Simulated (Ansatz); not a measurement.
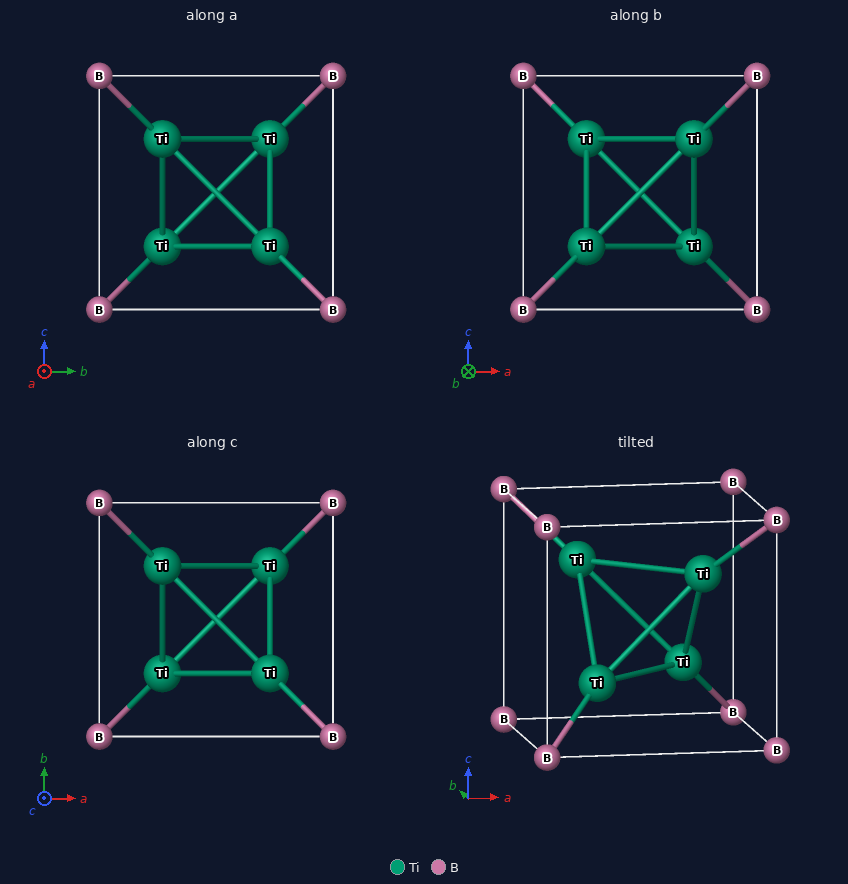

A ball-and-stick rendering, viewed along the a axis, along the b axis, along the c axis and slightly off an axis. One conventional unit cell is framed, with atoms on its boundary repeated.

Lattice parameters: a = 4.388 Å, b = 4.388 Å, c = 4.388 Å, α = 90.00°, β = 90.00°, γ = 90.00°. Put a along x and b in the xy plane.

Q: Write down what is shown as a POSCAR file, with free fractional coordinates to two decimals.

A:
```
Ti B
1.0
     4.388    0.000    0.000
     0.000    4.388    0.000
     0.000    0.000    4.388
Ti B
4 1
Direct
  0.27 0.27 0.27
  0.73 0.73 0.27
  0.27 0.73 0.73
  0.73 0.27 0.73
  0.00 0.00 0.00
```

The initial geometry was a structure type filled with these elements by a generator (whether the compound takes this form wasn't checked). Earlier steps of the study may have refined or changed the cell and positions. It went into a calculation with Ansatz.
